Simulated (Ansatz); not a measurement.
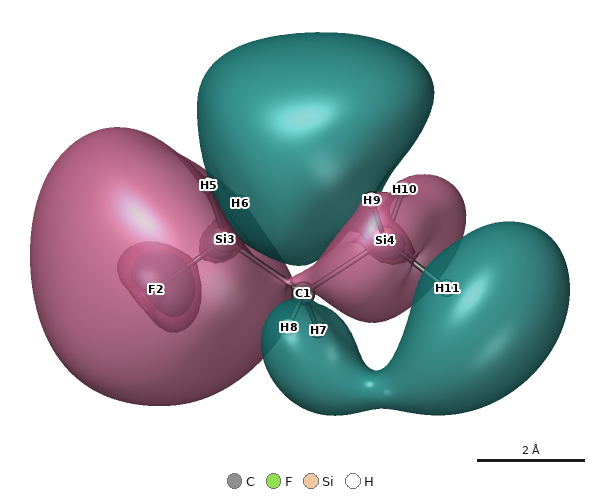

The picture shows: CH7FSi2. The LUMO at ±0.03 Å⁻³ᐟ² (teal and pink are the two phases), seen at a tilt.

Geometry: B3LYP/6-31G*.

The calculation used isolated molecule in a Gaussian basis; Kohn-Sham density functional theory, functional PBE0 (Ansatz).

Input file:

```
basis:
  gaussian:
    orbitals: def2-TZVPD
crystal:
  periodic: [false, false, false]
  atoms:
    - {symbol: C, position_ang: [0.435072, 0.139673, -1.393461]}
    - {symbol: F, position_ang: [2.417540, 1.278577, -3.117653]}
    - {symbol: Si, position_ang: [1.773626, 1.423338, -1.637914]}
    - {symbol: Si, position_ang: [-0.573078, 0.331901, 0.197736]}
    - {symbol: H, position_ang: [1.210431, 2.793831, -1.517739]}
    - {symbol: H, position_ang: [2.862429, 1.232089, -0.644377]}
    - {symbol: H, position_ang: [0.890729, -0.859517, -1.403712]}
    - {symbol: H, position_ang: [-0.260095, 0.178569, -2.243263]}
    - {symbol: H, position_ang: [-1.399633, 1.567529, 0.141968]}
    - {symbol: H, position_ang: [0.324384, 0.427006, 1.381901]}
    - {symbol: H, position_ang: [-1.477877, -0.833335, 0.390392]}
hamiltonian:
  xc: {name: PBE0}
output: {forces: true, orbitals: {seedname: orbitals}}
```

Run with:

```sh
ansatz run input.yaml --threads 1 --pin off --max-ram 2610MiB --events-out events.jsonl --progress --plain --runs-dir runs
```

Describe this orbital and give its energy.

Answer. By Hirshfeld shares it lies mainly on Si3 (about 40 %), Si4 (about 20 %), F2 (about 10 %), H5 (about 5 %) and H11 (about 5 %). Its energy is −0.21 eV.
